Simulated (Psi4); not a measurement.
# HF/aug-cc-pVDZ run of SiH2Cl2 (SiCl2H2)

Aim: the energy change on altering one bond length of SiH2Cl2 (SiCl2H2) at HF/aug-cc-pVDZ, from 2 runs. 

The calculation is run with Psi4 1.11.

3 further runs of the same task are left out: 3 set aside as unsound or not needed.

### 1 The system as given

SiH2Cl2 has 5 atoms, charge 0, and is taken as a singlet. As SMILES, `[H][Si]([H])(Cl)Cl`. Geometry: relaxed at GFN2-xTB.

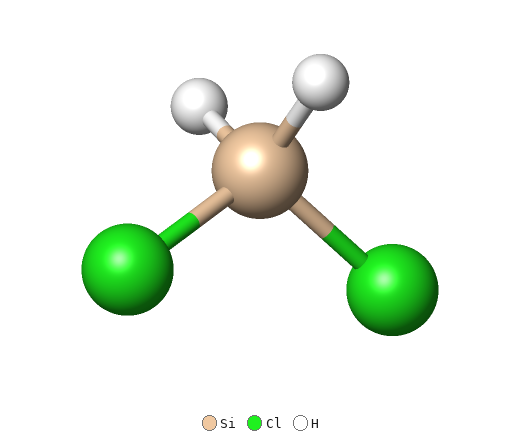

Viewed from a chosen angle; silicon light orange, chlorine green, hydrogen white.

### 2 A single-point energy at HF/aug-cc-pVDZ

input.in reads:

```
memory 1.6 GB

molecule system {
  Si    -0.114410     0.000100    -0.080100
  Cl    -0.106910    -0.020950     1.929170
  Cl     1.776060     0.014740    -0.761640
  H     -0.781060     1.211900    -0.531030
  H     -0.773670    -1.205780    -0.556400
  symmetry c1
  no_reorient
  no_com
}

set {
  basis aug-cc-pVDZ
  puream true
  e_convergence 1e-09
  d_convergence 1e-08
  scf_type pk
}

energy_value, wavefunction = energy("scf", return_wfn=True)
oeprop(wavefunction, "LOWDIN_CHARGES", "MAYER_INDICES", "WIBERG_LOWDIN_INDICES", title="SCF")
```

Launch:

```sh
$ psi4 -i input.in -o input.out -n 1
```

input.out, cut to the lines that bear on the results:

```text
[...]
  Running in c1 symmetry.
[...]
  Nuclear repulsion =  195.016513993426116
[...]
  Multiplicity = 1
[...]
  Nalpha       = 25
  Nbeta        = 25
[...]
    Number of basis functions: 99
[...]
   @RHF iter   1: -1209.18036025318997   -1.45115e-01   1.67821e-03 DIIS/ADIIS
[...]
   @RHF iter  10: -1209.20433167945066   -4.77485e-12   3.21028e-09 DIIS
[...]
    Orbital Energies [Eh]
    ---------------------
    Doubly Occupied:
       1A   -104.841034     2A   -104.841033     3A    -68.874540
       4A    -10.570793     5A    -10.570787     6A     -8.038084
       7A     -8.038079     8A     -8.035325     9A     -8.035320
      10A     -8.035266    11A     -8.035261    12A     -6.216488
      13A     -4.323964    14A     -4.322725    15A     -4.321481
      16A     -1.138293    17A     -1.106009    18A     -0.737421
      19A     -0.569992    20A     -0.566475    21A     -0.563924
      22A     -0.485936    23A     -0.485444    24A     -0.468259
      25A     -0.454436
[...]
  @RHF Final Energy: -1209.20433167945066
   => Energetics <=
    Nuclear Repulsion Energy =            195.0165139934261163
    One-Electron Energy =               -2061.0889545109102983
    Two-Electron Energy =                 656.8681088380334359
    Total Energy =                      -1209.2043316794506609
[...]
 Multipole Moments:
 ------------------------------------------------------------------------------------
     Multipole            Electronic (a.u.)      Nuclear  (a.u.)        Total (a.u.)
 ------------------------------------------------------------------------------------
 L = 1.  Multiply by 2.5417464519 to convert [e a0] to [Debye]
 Dipole X            :        -48.0960773           47.6571543           -0.4389230
 Dipole Y            :          0.1861825           -0.1852876            0.0008949
 Dipole Z            :        -33.6401110           33.3332193           -0.3068917
 Magnitude           :                                                    0.5355714
[...]
```

Run time: 11 s. Hardware: 1 thread of Intel Xeon Platinum 8488C (Sapphire Rapids), shared host; peak memory 0.45 GiB.

### 3 The distorted shape

job.json reads:

```json
{
  "schema_name": "qcschema_input",
  "schema_version": 1,
  "molecule": {
    "schema_name": "qcschema_molecule",
    "schema_version": 2,
    "symbols": ["Si", "Cl", "Cl", "H", "H"],
    "geometry": [-0.22045545, 0.01212259, -1.2904335, -0.20203062, -0.03958976, 3.64560295, 3.3520151, 0.03978818, -2.57835744, -1.48024137, 2.30209271, -2.1425677, -1.46627629, -2.26666035, -2.19051005],
    "molecular_charge": 0,
    "molecular_multiplicity": 1,
    "fix_symmetry": "c1"
  },
  "driver": "energy",
  "model": {
    "method": "scf",
    "basis": "aug-cc-pVDZ"
  },
  "keywords": {
    "reference": "rhf",
    "puream": true,
    "e_convergence": 1e-09,
    "d_convergence": 1e-08,
    "scf_type": "pk"
  }
}
```

Launch:

```sh
$ psi4 --qcschema job.json -n 1 --memory 1600MB
```

stdout, cut to the lines that bear on the results:

```text
[...]
  Running in c1 symmetry.
[...]
  Nuclear repulsion =  173.293743342532537
[...]
  Multiplicity = 1
[...]
  Nalpha       = 25
  Nbeta        = 25
[...]
    Number of basis functions: 99
[...]
   @RHF iter   1: -1209.11132518253976   -5.40226e-01   2.34098e-03 ADIIS/DIIS
[...]
   @RHF iter  11: -1209.15669856729869   -1.02318e-11   6.71851e-09 DIIS
[...]
    Orbital Energies [Eh]
    ---------------------
    Doubly Occupied:
       1A   -104.871238     2A   -104.809626     3A    -68.924917
       4A    -10.600095     5A    -10.530956     6A     -8.067392
       7A     -8.064565     8A     -8.064412     9A     -7.997937
      10A     -7.995772    11A     -7.995760    12A     -6.260933
      13A     -4.367910    14A     -4.366496    15A     -4.366037
      16A     -1.148438    17A     -1.027946    18A     -0.756947
      19A     -0.582052    20A     -0.576580    21A     -0.528456
      22A     -0.491939    23A     -0.450412    24A     -0.429967
      25A     -0.429786
[...]
  @RHF Final Energy: -1209.15669856729869
   => Energetics <=
    Nuclear Repulsion Energy =            173.2937433425325366
    One-Electron Energy =               -2017.4877468103029514
    Two-Electron Energy =                 635.0373049004717814
    Total Energy =                      -1209.1566985672986903
[...]
 Multipole Moments:
 ------------------------------------------------------------------------------------
     Multipole            Electronic (a.u.)      Nuclear  (a.u.)        Total (a.u.)
 ------------------------------------------------------------------------------------
 L = 1.  Multiply by 2.5417464519 to convert [e a0] to [Debye]
 Dipole X            :          2.6906418           -3.0254464           -0.3348046
 Dipole Y            :         -0.0029971            0.0174881            0.0144910
 Dipole Z            :          1.1235428           -2.6803764           -1.5568336
 Magnitude           :                                                    1.5924933
[...]
```

The result, in JSON:

```text
{
 "driver": "energy",
 "model": {
  "method": "scf",
  "basis": "aug-cc-pVDZ"
 },
 "success": true,
 "return_result": -1209.1566985672987,
 "properties": {
  "calcinfo_nbasis": 99,
  "calcinfo_nmo": 99,
  "calcinfo_nalpha": 25,
  "calcinfo_nbeta": 25,
  "calcinfo_natom": 5,
  "nuclear_repulsion_energy": 173.29374334253254,
  "return_energy": -1209.1566985672987,
  "scf_one_electron_energy": -2017.487746810303,
  "scf_two_electron_energy": 635.0373049004718,
  "scf_dipole_moment": [-0.33480463531762306, 0.014491008408226369, -1.5568335532802418],
  "scf_total_energy": -1209.1566985672987,
  "scf_iterations": 11
 }
}
```

Wall time 11 s (1 thread of Intel Xeon Platinum 8488C (Sapphire Rapids), shared host); peak memory 0.45 GiB.

### 4 Results

Level: HF/aug-cc-pVDZ.

```
                                                           quantity           value
                                          first shape: total energy  -1209.20433 Eh
                                         first shape: dipole moment          1.36 D
                                           first shape: HOMO energy       -12.37 eV
                                           first shape: LUMO energy         1.20 eV
                                         first shape: HOMO–LUMO gap        13.56 eV
                                      distorted shape: total energy  -1209.15670 Eh
                                     distorted shape: dipole moment          4.05 D
                                       distorted shape: HOMO energy       -11.70 eV
                                       distorted shape: LUMO energy         0.48 eV
                                     distorted shape: HOMO–LUMO gap        12.18 eV
energy change with the Si1–Cl2 bond stretched from 2.009 to 2.612 Å        1.296 eV
```

With the Si1–Cl2 bond stretched from 2.009 to 2.612 Å the energy rises by 1.30 eV (125 kJ/mol). The first shape isn't relaxed at this level, so the change isn't measured from a minimum.
